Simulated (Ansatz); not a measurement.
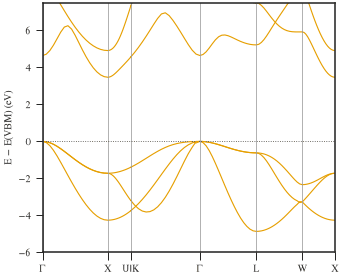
Figure. Band structure from the program Ansatz at the r²SCAN level (PAW)

### Question
Read off the gap and where the band edges lie.

### Answer
About 3.5 eV (3.47 eV by a search for the band edges); maximum at Γ, minimum at X.

### Question
Which of these materials gives this?
A. MgS, rock salt
B. C, Fd-3m (C on 8b, C on 32e)
C. ZnSe, zinc blende

### Answer
A, MgS, rock salt

Space group Fm-3m (rock salt). The r²SCAN relaxation kept the symmetry of its start.

Potentials: the earlier of the program's two PAW sets.
